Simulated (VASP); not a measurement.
Band structure of Cu3N (relaxed from the ReO3 structure, space group Pm-3m). Computed with PBE GGA, VASP's PBE PAW potentials (set 64) (plane waves; VASP).

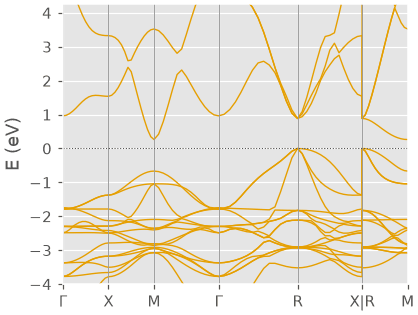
Fig. 1. Bands along high-symmetry lines, zero at the valence-band maximum or, without a gap, the Fermi level

Q: Read the plot: is there a gap, and where are the band edges?

A: The gap is indirect, 0.26 eV, from the valence maximum at R to the conduction minimum at M. (Edges off the drawn lines would not show.)

The structure was generated: Cu3N was put into the ReO3 type (Pm-3m), which need not be its known phase. It was relaxed first, which changed the volume by +26 %.
